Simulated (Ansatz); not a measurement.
# One shape, several levels: SiH3 (silyl radical)

Aim: a comparison of 5 runs (UPBE0/3-21G, UCAM-B3LYP/6-31G*, RPA@PBE/6-31G*, UBCCD(T)/3-21G, UCCSD/6-31G*) of SiH3 (silyl radical). 

Program for the calculation: Ansatz 0.2.0.

61 further runs of the same task are left out: 61 set aside as unsound or not needed.

## (1) Starting point

SiH3: 4 atoms, total charge 0, spin state doublet. SMILES: `[SiH3]`. The H2–Si1 distance was set to 3.621 Å, away from the relaxed value. At this shape a bond of the SMILES string is far longer than usual.

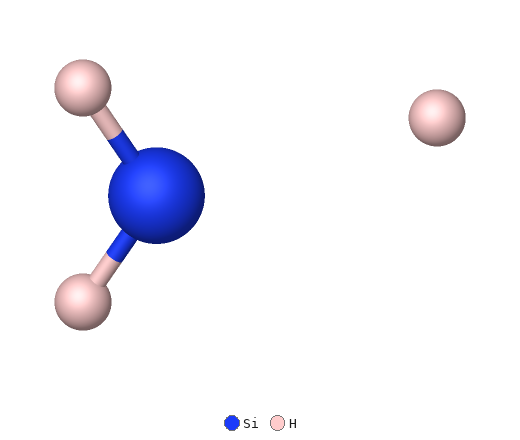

Viewed from a chosen angle; silicon blue, hydrogen pink.

## (2) A single-point energy at UPBE0/3-21G (run 1)

Input file in.yaml:

```yaml
crystal:
  periodic: [false, false, false]
  atoms:
    - {symbol: Si, position_ang: [-0.364265, -1.039920, -1.946186]}
    - {symbol: H, position_ang: [0.587110, 0.661780, 1.105640]}
    - {symbol: H, position_ang: [-0.765785, -2.422610, -1.787706]}
    - {symbol: H, position_ang: [-1.169535, -0.262310, -2.865036]}
basis:
  gaussian:
    orbitals: 3-21G.json
magnetization:
  spin_polarized: true
  initial_magnetization: 1
hamiltonian:
  xc: pbe0
accuracy: high
```

The basis set 3-21G is read from a file made from the Basis Set Exchange's data (not shown).

The run is started by

```
$ ansatz run in.yaml --threads 1 --pin off --max-ram 2610MiB --events-out events.jsonl --progress --plain --runs-dir runs
```

What it wrote:

```text
Warning: RAYON_NUM_THREADS=1 ignored (pool sized by the plan → 1); use --threads N
Functional definition: PBE0
  name "PBE0"
  parameter a = 0.25
  parameter kappa = 0.804
  parameter beta = 0.06672455060314922
  exchange = (1 - a)*pbe_x(kappa = kappa, mu = beta*pi^2/3) + a*exact_x
  correlation = pbe_c(beta = beta)
362 factors; integrals over basis functions are off by at most 3.1e-9 eV
mean field evaluation 1: about -7874.7541 eV, gradient 3.9e0 eV
mean field evaluation 2: about -7875.2331 eV, gradient 2.8e0 eV
mean field evaluation 4: about -7875.4179 eV, gradient 4.5e-1 eV
mean field evaluation 8: about -7875.5156 eV, gradient 1.7e-1 eV
mean field evaluation 16: about -7875.5163 eV, gradient 3.7e-4 eV
mean field evaluation 32: about -7875.3513 eV, gradient 1.6e-3 eV
mean field -7875.51625653 eV, -289.4198842109 hartree, gradient 1.4e-8 eV, S^2 1.266064; 4 other end points of the search recorded, 0 dependent functions left out
reference -7875.51625850 eV, -289.4198842833 hartree; 9, 8 occupied and 10, 11 virtual orbitals, 362 factors
Total energy: -7875.51625850 eV, -289.4198842833 hartree
```

It took 1.8 s on 1 thread of Arm Neoverse V2, shared host; peak memory 0.11 GiB.

## (3) A single-point energy at UCAM-B3LYP/6-31G(d) (spherical functions) (run 2)

Input file run.yaml:

```yaml
crystal:
  periodic: [false, false, false]
  atoms:
    - {symbol: Si, position_ang: [-0.364265, -1.039920, -1.946186]}
    - {symbol: H, position_ang: [0.587110, 0.661780, 1.105640]}
    - {symbol: H, position_ang: [-0.765785, -2.422610, -1.787706]}
    - {symbol: H, position_ang: [-1.169535, -0.262310, -2.865036]}
basis:
  gaussian:
    orbitals: 6-31G_st_-spherical.json
magnetization:
  spin_polarized: true
  initial_magnetization: 1
hamiltonian:
  xc: {name: CAM-B3LYP}
accuracy: high
```

The basis set 6-31G* is read from a file made from the Basis Set Exchange's data (not shown).

The run is started by

```
$ ansatz run run.yaml --threads 1 --pin off --max-ram 2610MiB --events-out events.jsonl --progress --plain --runs-dir runs
```

What it wrote:

```text
Warning: RAYON_NUM_THREADS=1 ignored (pool sized by the plan → 1); use --threads N
Functional definition: CAM-B3LYP
  name "CAM-B3LYP"
  parameter alpha = 0.19
  parameter beta = 0.46
  parameter omega = 0.33/bohr
  parameter ac = 0.81
  exchange = (1 - alpha - beta)*b88_x + beta*b88_x_sr(omega) + alpha*exact_x + beta*exact_x_lr(omega)
  correlation = (1 - ac)*vwn5_c + ac*lyp_c
437 factors; integrals over basis functions are off by at most 4.8e-9 eV
197 factors; integrals over basis functions are off by at most 2.2e-9 eV
mean field evaluation 1: about -7919.3546 eV, gradient 5.7e0 eV
mean field evaluation 2: about -7920.1402 eV, gradient 3.5e0 eV
mean field evaluation 4: about -7920.4140 eV, gradient 4.0e-1 eV
mean field evaluation 8: about -7920.4366 eV, gradient 2.8e-1 eV
mean field evaluation 16: about -7920.4867 eV, gradient 1.2e-3 eV
mean field evaluation 32: about -7920.4139 eV, gradient 7.3e-7 eV
mean field -7920.48667322 eV, -291.0725165422 hartree, gradient 3.9e-8 eV, S^2 1.132674; 3 other end points of the search recorded, 0 dependent functions left out
reference -7920.48668984 eV, -291.0725171529 hartree; 9, 8 occupied and 15, 16 virtual orbitals, 437 factors
Total energy: -7920.48668984 eV, -291.0725171529 hartree
```

Run time: 3.9 s. Hardware: 1 thread of Arm Neoverse V2, shared host; peak memory 0.11 GiB.

Runs 3 to 4 aren't shown in full; the table further down has their settings and results.

## (4) The energy at UCCSD/6-31G(d) (spherical functions) (run 5)

Input file molecule.yaml:

```yaml
crystal:
  periodic: [false, false, false]
  atoms:
    - {symbol: Si, position_ang: [-0.364265, -1.039920, -1.946186]}
    - {symbol: H, position_ang: [0.587110, 0.661780, 1.105640]}
    - {symbol: H, position_ang: [-0.765785, -2.422610, -1.787706]}
    - {symbol: H, position_ang: [-1.169535, -0.262310, -2.865036]}
basis:
  gaussian: {orbitals: 6-31G_st_-spherical.json}
magnetization: {spin_polarized: true, initial_magnetization: 1}
correlation: {method: ccsd, frozen_orbitals: {H: 0, Si: 5}}
accuracy: high
scf: {omitted_lower_state_checks: [cluster_reference, increment]}
```

The basis set 6-31G* is read from a file made from the Basis Set Exchange's data (not shown).

The run is started by

```
$ ansatz run molecule.yaml --threads 1 --pin off --max-ram 2610MiB --events-out events.jsonl --progress --plain --runs-dir runs
```

What it wrote:

```text
Warning: RAYON_NUM_THREADS=1 ignored (pool sized by the plan → 1); use --threads N
[... 13 lines left out ...]
5 core orbitals not correlated: weight in the atoms' cores, before any rotation towards them, 1.000 or more for the frozen orbitals, at most 0.000 for the correlated occupied ones
[... 54 lines left out ...]
Total energy: -7906.86373799 eV, -290.5718829065 hartree
Checks for a lower state left out: cluster_reference, increment
```

Wall time 0.4 s (1 thread of Arm Neoverse V2, shared host).

## (5) Overview of the runs

| run | level | frozen core orbitals | energy (Eh) | ⟨S²⟩ | wall time |
| --- | --- | --- | --- | --- | --- |
| 1 | UPBE0/3-21G | – | -289.419884 | 1.266 | 1.8 s |
| 2 | UCAM-B3LYP/6-31G* (spherical functions) | – | -291.072517 | 1.133 | 3.9 s |
| 3 | RPA@PBE/6-31G* (spherical functions) | 5 | -290.631977 | 1.193 | 3.3 s |
| 4 | UBCCD(T)/3-21G | 5 | -289.028210 | 1.739 | 0.38 s |
| 5 | UCCSD/6-31G* (spherical functions) | 5 | -290.571883 | 1.370 | 0.4 s |

## (6) Summary of results

| quantity | value |
| --- | --- |
| run 5: total energy | -290.57188 Eh |
| run 5: correlation energy (5 core orbitals frozen) | -79.6 mEh |
| run 5: ⟨S²⟩ of the reference determinant | 1.370 |
| run 5: T1 diagnostic | 0.089 |

**Reading.** Totals of different functionals can't be ranked against each other. Spin contamination of the reference: run 4 ⟨S²⟩ = 1.74, run 5 ⟨S²⟩ = 1.37, run 1 ⟨S²⟩ = 1.27, run 3 ⟨S²⟩ = 1.19, run 2 ⟨S²⟩ = 1.13. Where it is this large, the reference is a mixture of spin states, and values that rest on it are in doubt. All runs together took 9.8 s, the longest 3.9 s.
